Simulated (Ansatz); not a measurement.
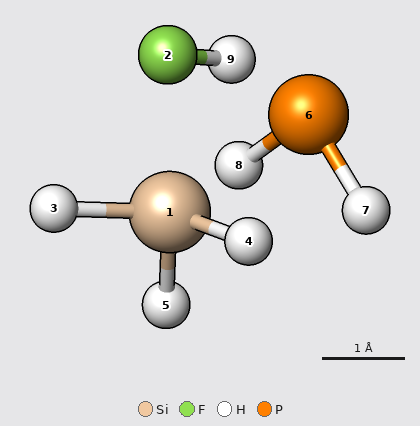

The structure as given in the input (ball-and-stick view, seen at a tilt; atoms are numbered from 1 in the order of the input).

# Molecular dynamics of SiPH$_{6}$F (part 1 of 5)

- system: SiPH$_{6}$F
- method: RKS PBE-D4/def2-SVP (Ansatz 0.2.0)

It belongs to a series of runs on one base structure; here: dynamics from the highest image of the converged band. Figures and captions count atoms from 1; the log counts them from 0 in places.

The program's output:
```
Engine: ansatz 0.2.0, aarch64-unknown-linux-gnu
Functional definition: PBE
  parameter kappa = 0.804
  parameter beta = 0.06672455060314922
  exchange = pbe_x(kappa = kappa, mu = beta*pi^2/3)
  correlation = pbe_c(beta = beta)
899 factors; their error is unknown
mean field evaluation 1: about -19958.9772 eV, gradient 2.7e1 eV
mean field evaluation 2: about -19956.7139 eV, gradient 5.0e1 eV
mean field evaluation 4: about -19960.4991 eV, gradient 2.7e0 eV
mean field evaluation 8: about -19960.5307 eV, gradient 5.6e-2 eV
mean field evaluation 16: about -19960.4823 eV, gradient 1.4e-5 eV
mean field -19960.48230815 eV, -733.5341951236 hartree, gradient 1.4e-5 eV, S^2 0.000000; 0 other end points of the search recorded, 0 dependent functions left out
the calculation of the forces begins
reference -19960.48233877 eV, -733.5341962489 hartree; 22, 22 occupied and 58, 58 virtual orbitals, 899 factors
md step     0: t =     0.00 fs  T =   300.0 K  F+E_penalty+E_count = -19960.64870152 eV  E_kin = 0.271446 eV  conserved = -19960.37725552 eV  (25 SCF iters)
these checks for a lower state are left out or cut short: starts, cluster_reference, orbital_swaps, neighbouring_geometries, increment
899 factors; their error is unknown
mean field -19960.47817886 eV, -733.5340433749 hartree, gradient 1.2e-5 eV, S^2 0.000000; 0 other end points of the search recorded, 0 dependent functions left out
the calculation of the forces begins
reference -19960.47820948 eV, -733.5340445003 hartree; 22, 22 occupied and 58, 58 virtual orbitals, 899 factors
md step     1: t =     0.50 fs  T =   295.5 K  F+E_penalty+E_count = -19960.64457043 eV  E_kin = 0.267357 eV  conserved = -19960.37721392 eV  (29 SCF iters)
[... from here on the SCF iterations and repeated set-up lines of each step are left out, up to the last step ...]
md step     2: t =     1.00 fs  T =   282.3 K  F+E_penalty+E_count = -19960.63256120 eV  E_kin = 0.255465 eV  conserved = -19960.37709626 eV  (28 SCF iters)
md step     3: t =     1.50 fs  T =   262.6 K  F+E_penalty+E_count = -19960.61453918 eV  E_kin = 0.237616 eV  conserved = -19960.37692347 eV  (28 SCF iters)
md step     4: t =     2.00 fs  T =   239.3 K  F+E_penalty+E_count = -19960.59324660 eV  E_kin = 0.216523 eV  conserved = -19960.37672410 eV  (28 SCF iters)
md step     5: t =     2.50 fs  T =   215.9 K  F+E_penalty+E_count = -19960.57184707 eV  E_kin = 0.195316 eV  conserved = -19960.37653125 eV  (28 SCF iters)
md step     6: t =     3.00 fs  T =   195.6 K  F+E_penalty+E_count = -19960.55339924 eV  E_kin = 0.177022 eV  conserved = -19960.37637688 eV  (28 SCF iters)
md step     7: t =     3.50 fs  T =   181.3 K  F+E_penalty+E_count = -19960.54035033 eV  E_kin = 0.164064 eV  conserved = -19960.37628614 eV  (29 SCF iters)
md step     8: t =     4.00 fs  T =   174.5 K  F+E_penalty+E_count = -19960.53414609 eV  E_kin = 0.157876 eV  conserved = -19960.37627044 eV  (28 SCF iters)
md step     9: t =     4.50 fs  T =   175.4 K  F+E_penalty+E_count = -19960.53504541 eV  E_kin = 0.158719 eV  conserved = -19960.37632646 eV  (28 SCF iters)
md step    10: t =     5.00 fs  T =   183.2 K  F+E_penalty+E_count = -19960.54217140 eV  E_kin = 0.165735 eV  conserved = -19960.37643689 eV  (28 SCF iters)
md step    11: t =     5.50 fs  T =   195.8 K  F+E_penalty+E_count = -19960.55377837 eV  E_kin = 0.177203 eV  conserved = -19960.37657579 eV  (28 SCF iters)
md step    12: t =     6.00 fs  T =   211.0 K  F+E_penalty+E_count = -19960.56765991 eV  E_kin = 0.190945 eV  conserved = -19960.37671478 eV  (28 SCF iters)
md step    13: t =     6.50 fs  T =   226.3 K  F+E_penalty+E_count = -19960.58160525 eV  E_kin = 0.204779 eV  conserved = -19960.37682642 eV  (28 SCF iters)
md step    14: t =     7.00 fs  T =   239.8 K  F+E_penalty+E_count = -19960.59383056 eV  E_kin = 0.216940 eV  conserved = -19960.37689012 eV  (27 SCF iters)
md step    15: t =     7.50 fs  T =   250.2 K  F+E_penalty+E_count = -19960.60332152 eV  E_kin = 0.226431 eV  conserved = -19960.37689062 eV  (27 SCF iters)
md step    16: t =     8.00 fs  T =   257.8 K  F+E_penalty+E_count = -19960.61006739 eV  E_kin = 0.233242 eV  conserved = -19960.37682497 eV  (27 SCF iters)
md step    17: t =     8.50 fs  T =   263.5 K  F+E_penalty+E_count = -19960.61513308 eV  E_kin = 0.238436 eV  conserved = -19960.37669733 eV  (27 SCF iters)
md step    18: t =     9.00 fs  T =   269.7 K  F+E_penalty+E_count = -19960.62056071 eV  E_kin = 0.244030 eV  conserved = -19960.37653049 eV  (26 SCF iters)
md step    19: t =     9.50 fs  T =   279.3 K  F+E_penalty+E_count = -19960.62903240 eV  E_kin = 0.252673 eV  conserved = -19960.37635959 eV  (27 SCF iters)
md step    20: t =    10.00 fs  T =   295.2 K  F+E_penalty+E_count = -19960.64331879 eV  E_kin = 0.267087 eV  conserved = -19960.37623194 eV  (27 SCF iters)
md step    21: t =    10.50 fs  T =   319.8 K  F+E_penalty+E_count = -19960.66556288 eV  E_kin = 0.289367 eV  conserved = -19960.37619626 eV  (27 SCF iters)
md step    22: t =    11.00 fs  T =   353.9 K  F+E_penalty+E_count = -19960.69655021 eV  E_kin = 0.320260 eV  conserved = -19960.37629046 eV  (27 SCF iters)
md step    23: t =    11.50 fs  T =   396.4 K  F+E_penalty+E_count = -19960.73515764 eV  E_kin = 0.358628 eV  conserved = -19960.37652954 eV  (27 SCF iters)
md step    24: t =    12.00 fs  T =   443.5 K  F+E_penalty+E_count = -19960.77816774 eV  E_kin = 0.401274 eV  conserved = -19960.37689420 eV  (27 SCF iters)
md step    25: t =    12.50 fs  T =   489.9 K  F+E_penalty+E_count = -19960.82059979 eV  E_kin = 0.443273 eV  conserved = -19960.37732728 eV  (27 SCF iters, 3 dispersion substeps)
md step    26: t =    13.00 fs  T =   529.3 K  F+E_penalty+E_count = -19960.85663233 eV  E_kin = 0.478903 eV  conserved = -19960.37772949 eV  (27 SCF iters, 3 dispersion substeps)
md step    27: t =    13.50 fs  T =   556.1 K  F+E_penalty+E_count = -19960.88112750 eV  E_kin = 0.503156 eV  conserved = -19960.37797156 eV  (27 SCF iters, 3 dispersion substeps)
md step    28: t =    14.00 fs  T =   567.7 K  F+E_penalty+E_count = -19960.89155913 eV  E_kin = 0.513632 eV  conserved = -19960.37792703 eV  (27 SCF iters, 3 dispersion substeps)
md step    29: t =    14.50 fs  T =   566.2 K  F+E_penalty+E_count = -19960.88980621 eV  E_kin = 0.512269 eV  conserved = -19960.37753723 eV  (27 SCF iters, 3 dispersion substeps)
md step    30: t =    15.00 fs  T =   559.2 K  F+E_penalty+E_count = -19960.88285178 eV  E_kin = 0.505969 eV  conserved = -19960.37688293 eV  (27 SCF iters, 3 dispersion substeps)
md step    31: t =    15.50 fs  T =   558.3 K  F+E_penalty+E_count = -19960.88137909 eV  E_kin = 0.505173 eV  conserved = -19960.37620596 eV  (27 SCF iters, 3 dispersion substeps)
md step    32: t =    16.00 fs  T =   575.0 K  F+E_penalty+E_count = -19960.89608046 eV  E_kin = 0.520270 eV  conserved = -19960.37581022 eV  (27 SCF iters, 3 dispersion substeps)
md step    33: t =    16.50 fs  T =   615.9 K  F+E_penalty+E_count = -19960.93314644 eV  E_kin = 0.557262 eV  conserved = -19960.37588440 eV  (27 SCF iters, 3 dispersion substeps)
md step    34: t =    17.00 fs  T =   679.8 K  F+E_penalty+E_count = -19960.99149605 eV  E_kin = 0.615117 eV  conserved = -19960.37637899 eV  (27 SCF iters, 3 dispersion substeps)
md step    35: t =    17.50 fs  T =   758.6 K  F+E_penalty+E_count = -19961.06348651 eV  E_kin = 0.686433 eV  conserved = -19960.37705376 eV  (27 SCF iters, 3 dispersion substeps)
md step    36: t =    18.00 fs  T =   840.9 K  F+E_penalty+E_count = -19961.13846781 eV  E_kin = 0.760827 eV  conserved = -19960.37764086 eV  (27 SCF iters, 3 dispersion substeps)
md step    37: t =    18.50 fs  T =   916.0 K  F+E_penalty+E_count = -19961.20683480 eV  E_kin = 0.828849 eV  conserved = -19960.37798543 eV  (27 SCF iters, 3 dispersion substeps)
md step    38: t =    19.00 fs  T =   977.5 K  F+E_penalty+E_count = -19961.26251745 eV  E_kin = 0.884446 eV  conserved = -19960.37807184 eV  (25 SCF iters, 3 dispersion substeps)
md step    39: t =    19.50 fs  T =  1022.8 K  F+E_penalty+E_count = -19961.30341791 eV  E_kin = 0.925450 eV  conserved = -19960.37796808 eV  (27 SCF iters, 3 dispersion substeps)
md step    40: t =    20.00 fs  T =  1053.0 K  F+E_penalty+E_count = -19961.33052863 eV  E_kin = 0.952771 eV  conserved = -19960.37775786 eV  (27 SCF iters, 3 dispersion substeps)
md step    41: t =    20.50 fs  T =  1071.2 K  F+E_penalty+E_count = -19961.34671190 eV  E_kin = 0.969209 eV  conserved = -19960.37750326 eV  (27 SCF iters, 3 dispersion substeps)
md step    42: t =    21.00 fs  T =  1081.4 K  F+E_penalty+E_count = -19961.35573252 eV  E_kin = 0.978494 eV  conserved = -19960.37723839 eV  (27 SCF iters, 3 dispersion substeps)
md step    43: t =    21.50 fs  T =  1088.3 K  F+E_penalty+E_count = -19961.36167672 eV  E_kin = 0.984698 eV  conserved = -19960.37697885 eV  (27 SCF iters, 3 dispersion substeps)
md step    44: t =    22.00 fs  T =  1096.2 K  F+E_penalty+E_count = -19961.36863377 eV  E_kin = 0.991896 eV  conserved = -19960.37673731 eV  (27 SCF iters, 3 dispersion substeps)
md step    45: t =    22.50 fs  T =  1109.5 K  F+E_penalty+E_count = -19961.38044703 eV  E_kin = 1.003914 eV  conserved = -19960.37653267 eV  (27 SCF iters, 3 dispersion substeps)
md step    46: t =    23.00 fs  T =  1131.7 K  F+E_penalty+E_count = -19961.40039831 eV  E_kin = 1.024008 eV  conserved = -19960.37639012 eV  (27 SCF iters, 3 dispersion substeps)
md step    47: t =    23.50 fs  T =  1165.4 K  F+E_penalty+E_count = -19961.43078460 eV  E_kin = 1.054443 eV  conserved = -19960.37634168 eV  (27 SCF iters, 3 dispersion substeps)
md step    48: t =    24.00 fs  T =  1211.3 K  F+E_penalty+E_count = -19961.47241730 eV  E_kin = 1.095995 eV  conserved = -19960.37642192 eV  (27 SCF iters, 3 dispersion substeps)
md step    49: t =    24.50 fs  T =  1268.2 K  F+E_penalty+E_count = -19961.52413917 eV  E_kin = 1.147489 eV  conserved = -19960.37665032 eV  (27 SCF iters, 3 dispersion substeps)
md step    50: t =    25.00 fs  T =  1332.3 K  F+E_penalty+E_count = -19961.58253896 eV  E_kin = 1.205513 eV  conserved = -19960.37702580 eV  (27 SCF iters, 3 dispersion substeps)
md step    51: t =    25.50 fs  T =  1397.5 K  F+E_penalty+E_count = -19961.64203171 eV  E_kin = 1.264521 eV  conserved = -19960.37751090 eV  (27 SCF iters, 3 dispersion substeps)
md step    52: t =    26.00 fs  T =  1456.1 K  F+E_penalty+E_count = -19961.69551446 eV  E_kin = 1.317496 eV  conserved = -19960.37801852 eV  (27 SCF iters, 3 dispersion substeps)
md step    53: t =    26.50 fs  T =  1500.1 K  F+E_penalty+E_count = -19961.73576203 eV  E_kin = 1.357351 eV  conserved = -19960.37841131 eV  (26 SCF iters, 3 dispersion substeps)
md step    54: t =    27.00 fs  T =  1524.1 K  F+E_penalty+E_count = -19961.75756510 eV  E_kin = 1.379044 eV  conserved = -19960.37852067 eV  (26 SCF iters, 3 dispersion substeps)
md step    55: t =    27.50 fs  T =  1527.4 K  F+E_penalty+E_count = -19961.76024999 eV  E_kin = 1.382040 eV  conserved = -19960.37821019 eV  (28 SCF iters, 3 dispersion substeps)
md step    56: t =    28.00 fs  T =  1516.4 K  F+E_penalty+E_count = -19961.74957202 eV  E_kin = 1.372090 eV  conserved = -19960.37748217 eV  (27 SCF iters, 3 dispersion substeps)
md step    57: t =    28.50 fs  T =  1504.0 K  F+E_penalty+E_count = -19961.73742445 eV  E_kin = 1.360860 eV  conserved = -19960.37656484 eV  (24 SCF iters, 3 dispersion substeps)
md step    58: t =    29.00 fs  T =  1505.7 K  F+E_penalty+E_count = -19961.73821361 eV  E_kin = 1.362347 eV  conserved = -19960.37586639 eV  (27 SCF iters, 3 dispersion substeps)
md step    59: t =    29.50 fs  T =  1532.9 K  F+E_penalty+E_count = -19961.76272657 eV  E_kin = 1.386975 eV  conserved = -19960.37575193 eV  (27 SCF iters, 3 dispersion substeps)
md step    60: t =    30.00 fs  T =  1587.6 K  F+E_penalty+E_count = -19961.81278179 eV  E_kin = 1.436497 eV  conserved = -19960.37628468 eV  (27 SCF iters, 3 dispersion substeps)
md step    61: t =    30.50 fs  T =  1661.2 K  F+E_penalty+E_count = -19961.88029995 eV  E_kin = 1.503119 eV  conserved = -19960.37718050 eV  (28 SCF iters, 3 dispersion substeps)
md step    62: t =    31.00 fs  T =  1739.0 K  F+E_penalty+E_count = -19961.95145516 eV  E_kin = 1.573440 eV  conserved = -19960.37801529 eV  (27 SCF iters, 3 dispersion substeps)
md step    63: t =    31.50 fs  T =  1806.4 K  F+E_penalty+E_count = -19962.01295623 eV  E_kin = 1.634467 eV  conserved = -19960.37848918 eV  (28 SCF iters, 3 dispersion substeps)
md step    64: t =    32.00 fs  T =  1854.7 K  F+E_penalty+E_count = -19962.05666570 eV  E_kin = 1.678128 eV  conserved = -19960.37853767 eV  (27 SCF iters, 3 dispersion substeps)
md step    65: t =    32.50 fs  T =  1881.7 K  F+E_penalty+E_count = -19962.08084657 eV  E_kin = 1.702578 eV  conserved = -19960.37826820 eV  (28 SCF iters, 3 dispersion substeps)
md step    66: t =    33.00 fs  T =  1890.9 K  F+E_penalty+E_count = -19962.08876117 eV  E_kin = 1.710913 eV  conserved = -19960.37784779 eV  (28 SCF iters, 3 dispersion substeps)
md step    67: t =    33.50 fs  T =  1888.6 K  F+E_penalty+E_count = -19962.08625146 eV  E_kin = 1.708833 eV  conserved = -19960.37741878 eV  (28 SCF iters, 3 dispersion substeps)
md step    68: t =    34.00 fs  T =  1881.6 K  F+E_penalty+E_count = -19962.07956852 eV  E_kin = 1.702502 eV  conserved = -19960.37706650 eV  (27 SCF iters, 3 dispersion substeps)
md step    69: t =    34.50 fs  T =  1875.7 K  F+E_penalty+E_count = -19962.07399153 eV  E_kin = 1.697168 eV  conserved = -19960.37682359 eV  (27 SCF iters, 3 dispersion substeps)
md step    70: t =    35.00 fs  T =  1875.0 K  F+E_penalty+E_count = -19962.07325350 eV  E_kin = 1.696570 eV  conserved = -19960.37668366 eV  (27 SCF iters, 3 dispersion substeps)
md step    71: t =    35.50 fs  T =  1882.1 K  F+E_penalty+E_count = -19962.07955810 eV  E_kin = 1.702936 eV  conserved = -19960.37662183 eV  (27 SCF iters, 3 dispersion substeps)
md step    72: t =    36.00 fs  T =  1897.9 K  F+E_penalty+E_count = -19962.09390072 eV  E_kin = 1.717290 eV  conserved = -19960.37661057 eV  (28 SCF iters, 3 dispersion substeps)
md step    73: t =    36.50 fs  T =  1922.8 K  F+E_penalty+E_count = -19962.11645550 eV  E_kin = 1.739826 eV  conserved = -19960.37662976 eV  (27 SCF iters, 3 dispersion substeps)
md step    74: t =    37.00 fs  T =  1956.4 K  F+E_penalty+E_count = -19962.14686374 eV  E_kin = 1.770191 eV  conserved = -19960.37667234 eV  (28 SCF iters, 3 dispersion substeps)
md step    75: t =    37.50 fs  T =  1997.7 K  F+E_penalty+E_count = -19962.18433947 eV  E_kin = 1.807595 eV  conserved = -19960.37674400 eV  (25 SCF iters, 3 dispersion substeps)
md step    76: t =    38.00 fs  T =  2045.4 K  F+E_penalty+E_count = -19962.22759331 eV  E_kin = 1.850734 eV  conserved = -19960.37685930 eV  (27 SCF iters, 3 dispersion substeps)
md step    77: t =    38.50 fs  T =  2097.2 K  F+E_penalty+E_count = -19962.27463732 eV  E_kin = 1.897606 eV  conserved = -19960.37703166 eV  (27 SCF iters, 3 dispersion substeps)
md step    78: t =    39.00 fs  T =  2150.0 K  F+E_penalty+E_count = -19962.32259093 eV  E_kin = 1.945320 eV  conserved = -19960.37727103 eV  (27 SCF iters, 3 dispersion substeps)
md step    79: t =    39.50 fs  T =  2199.4 K  F+E_penalty+E_count = -19962.36759452 eV  E_kin = 1.990026 eV  conserved = -19960.37756877 eV  (27 SCF iters, 3 dispersion substeps)
md step    80: t =    40.00 fs  T =  2240.3 K  F+E_penalty+E_count = -19962.40498451 eV  E_kin = 2.027091 eV  conserved = -19960.37789364 eV  (27 SCF iters, 3 dispersion substeps)
md step    81: t =    40.50 fs  T =  2267.5 K  F+E_penalty+E_count = -19962.42983681 eV  E_kin = 2.051653 eV  conserved = -19960.37818332 eV  (27 SCF iters, 3 dispersion substeps)
md step    82: t =    41.00 fs  T =  2276.3 K  F+E_penalty+E_count = -19962.43797342 eV  E_kin = 2.059630 eV  conserved = -19960.37834379 eV  (27 SCF iters, 3 dispersion substeps)
md step    83: t =    41.50 fs  T =  2264.7 K  F+E_penalty+E_count = -19962.42740540 eV  E_kin = 2.049139 eV  conserved = -19960.37826678 eV  (27 SCF iters, 3 dispersion substeps)
md step    84: t =    42.00 fs  T =  2234.7 K  F+E_penalty+E_count = -19962.39991844 eV  E_kin = 2.022043 eV  conserved = -19960.37787500 eV  (27 SCF iters, 3 dispersion substeps)
md step    85: t =    42.50 fs  T =  2193.7 K  F+E_penalty+E_count = -19962.36209980 eV  E_kin = 1.984907 eV  conserved = -19960.37719289 eV  (27 SCF iters, 3 dispersion substeps)
md step    86: t =    43.00 fs  T =  2153.3 K  F+E_penalty+E_count = -19962.32478095 eV  E_kin = 1.948378 eV  conserved = -19960.37640261 eV  (28 SCF iters, 3 dispersion substeps)
md step    87: t =    43.50 fs  T =  2126.8 K  F+E_penalty+E_count = -19962.30017312 eV  E_kin = 1.924364 eV  conserved = -19960.37580872 eV  (28 SCF iters, 3 dispersion substeps)
md step    88: t =    44.00 fs  T =  2123.8 K  F+E_penalty+E_count = -19962.29730931 eV  E_kin = 1.921624 eV  conserved = -19960.37568491 eV  (28 SCF iters, 3 dispersion substeps)
md step    89: t =    44.50 fs  T =  2146.2 K  F+E_penalty+E_count = -19962.31804396 eV  E_kin = 1.941951 eV  conserved = -19960.37609320 eV  (28 SCF iters, 3 dispersion substeps)
md step    90: t =    45.00 fs  T =  2187.5 K  F+E_penalty+E_count = -19962.35614491 eV  E_kin = 1.979306 eV  conserved = -19960.37683893 eV  (28 SCF iters, 3 dispersion substeps)
md step    91: t =    45.50 fs  T =  2235.3 K  F+E_penalty+E_count = -19962.40012513 eV  E_kin = 2.022525 eV  conserved = -19960.37760027 eV  (28 SCF iters, 3 dispersion substeps)
md step    92: t =    46.00 fs  T =  2276.5 K  F+E_penalty+E_count = -19962.43798466 eV  E_kin = 2.059866 eV  conserved = -19960.37811859 eV  (28 SCF iters, 3 dispersion substeps)
md step    93: t =    46.50 fs  T =  2302.0 K  F+E_penalty+E_count = -19962.46116759 eV  E_kin = 2.082872 eV  conserved = -19960.37829513 eV  (28 SCF iters, 3 dispersion substeps)
md step    94: t =    47.00 fs  T =  2307.7 K  F+E_penalty+E_count = -19962.46622669 eV  E_kin = 2.088057 eV  conserved = -19960.37817017 eV  (26 SCF iters, 3 dispersion substeps)
md step    95: t =    47.50 fs  T =  2294.9 K  F+E_penalty+E_count = -19962.45436988 eV  E_kin = 2.076515 eV  conserved = -19960.37785535 eV  (28 SCF iters, 3 dispersion substeps)
md step    96: t =    48.00 fs  T =  2268.3 K  F+E_penalty+E_count = -19962.42989426 eV  E_kin = 2.052430 eV  conserved = -19960.37746473 eV  (28 SCF iters, 3 dispersion substeps)
md step    97: t =    48.50 fs  T =  2234.0 K  F+E_penalty+E_count = -19962.39847885 eV  E_kin = 2.021396 eV  conserved = -19960.37708275 eV  (28 SCF iters, 3 dispersion substeps)
md step    98: t =    49.00 fs  T =  2198.3 K  F+E_penalty+E_count = -19962.36584756 eV  E_kin = 1.989086 eV  conserved = -19960.37676197 eV  (28 SCF iters, 3 dispersion substeps)
md step    99: t =    49.50 fs  T =  2166.6 K  F+E_penalty+E_count = -19962.33692698 eV  E_kin = 1.960403 eV  conserved = -19960.37652358 eV  (28 SCF iters, 3 dispersion substeps)
md step   100: t =    50.00 fs  T =  2143.1 K  F+E_penalty+E_count = -19962.31545441 eV  E_kin = 1.939085 eV  conserved = -19960.37636955 eV  (28 SCF iters, 3 dispersion substeps)
md step   101: t =    50.50 fs  T =  2130.4 K  F+E_penalty+E_count = -19962.30389058 eV  E_kin = 1.927598 eV  conserved = -19960.37629221 eV  (28 SCF iters, 3 dispersion substeps)
md step   102: t =    51.00 fs  T =  2129.9 K  F+E_penalty+E_count = -19962.30349781 eV  E_kin = 1.927216 eV  conserved = -19960.37628173 eV  (28 SCF iters, 3 dispersion substeps)
md step   103: t =    51.50 fs  T =  2142.0 K  F+E_penalty+E_count = -19962.31446213 eV  E_kin = 1.938130 eV  conserved = -19960.37633210 eV  (28 SCF iters, 3 dispersion substeps)
md step   104: t =    52.00 fs  T =  2165.7 K  F+E_penalty+E_count = -19962.33597478 eV  E_kin = 1.959532 eV  conserved = -19960.37644283 eV  (28 SCF iters, 3 dispersion substeps)
md step   105: t =    52.50 fs  T =  2198.9 K  F+E_penalty+E_count = -19962.36624459 eV  E_kin = 1.989627 eV  conserved = -19960.37661720 eV  (28 SCF iters, 3 dispersion substeps)
md step   106: t =    53.00 fs  T =  2238.7 K  F+E_penalty+E_count = -19962.40246768 eV  E_kin = 2.025609 eV  conserved = -19960.37685849 eV  (28 SCF iters, 3 dispersion substeps)
md step   107: t =    53.50 fs  T =  2280.7 K  F+E_penalty+E_count = -19962.44081764 eV  E_kin = 2.063655 eV  conserved = -19960.37716232 eV  (28 SCF iters, 3 dispersion substeps)
md step   108: t =    54.00 fs  T =  2319.8 K  F+E_penalty+E_count = -19962.47655150 eV  E_kin = 2.099039 eV  conserved = -19960.37751227 eV  (28 SCF iters, 3 dispersion substeps)
md step   109: t =    54.50 fs  T =  2350.1 K  F+E_penalty+E_count = -19962.50432445 eV  E_kin = 2.126453 eV  conserved = -19960.37787153 eV  (28 SCF iters, 3 dispersion substeps)
md step   110: t =    55.00 fs  T =  2365.8 K  F+E_penalty+E_count = -19962.51882528 eV  E_kin = 2.140650 eV  conserved = -19960.37817540 eV  (28 SCF iters, 3 dispersion substeps)
md step   111: t =    55.50 fs  T =  2362.3 K  F+E_penalty+E_count = -19962.51582063 eV  E_kin = 2.137489 eV  conserved = -19960.37833182 eV  (28 SCF iters, 3 dispersion substeps)
md step   112: t =    56.00 fs  T =  2337.9 K  F+E_penalty+E_count = -19962.49358042 eV  E_kin = 2.115344 eV  conserved = -19960.37823610 eV  (28 SCF iters, 3 dispersion substeps)
```
